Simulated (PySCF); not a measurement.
SMILES [O]=[Mo]([F])([F])([F])[F], CAM-B3LYP/def2-SVP optimised geometry. Atoms within 1.6 Å of the plane z = 0.0 Å (x, y, z in Å): Mo1 (-0.46, -0.02, 0.00), F4 (1.35, -0.02, 0.00), F5 (-1.35, 1.55, 0.00), F6 (-1.35, -1.55, 0.38).

Computed with CAM-B3LYP/def2-TZVP, def2 effective core potentials past Kr in PySCF. The core electrons that the potentials of Mo replace are not part of the density. Cells within 0.4 Å of a nucleus heavier than hydrogen are left out (blank, or x).

Map of the electron localisation function on the plane z = 0.0 Å:

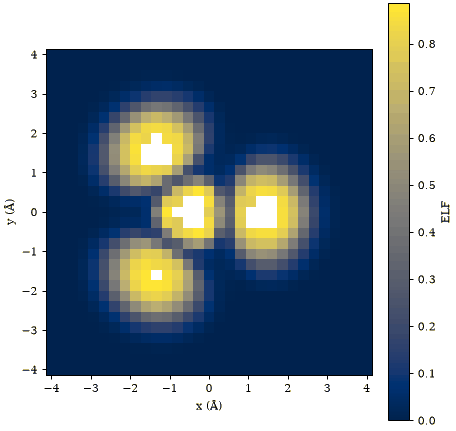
Figure: Electron localisation function on the plane z = 0.0 Å.
